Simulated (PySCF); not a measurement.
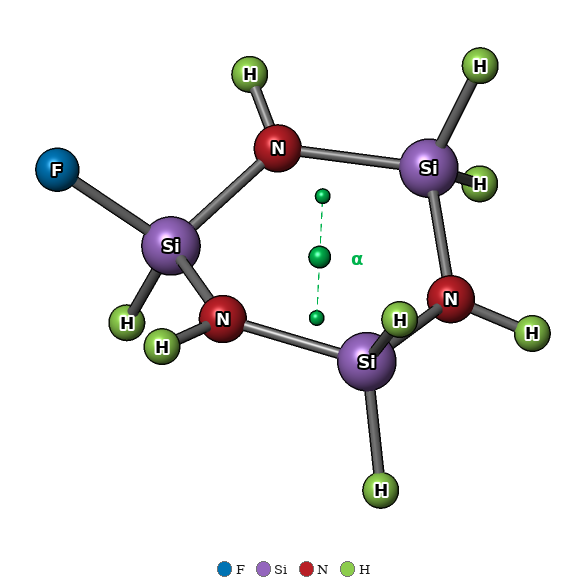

The small points mark where nucleus-independent chemical shifts (NICS) were computed: at the centre of each lettered ring and 1 Å above and below it. The computed structure is the end point of a GFN2-xTB optimisation. No frequency run is at hand to confirm it as a minimum. Properties computed with GIAO PBE0/pcSseg-1 NMR shielding, non-relativistic, gas phase (PySCF 2.14.0).

Give NICS(0), NICS(1) and the out-of-plane component NICS(1)zz for each ring (means of the two sides).

| ring | members | NICS(0) | NICS(1) | NICS(1)zz |
| --- | --- | --- | --- | --- |
| α | Si3N3 | −3.3 | −1.2 | 3.6 |

Values in ppm.

**What do the values say about the ring currents?**

Ring α: weak, as in a non-aromatic ring. NICS is one index among several.

The geometry is semi-empirical. Around Si such bond lengths and angles can be off by a tenth of an ångström or more and by several degrees, and values that hang on the shape move with them.
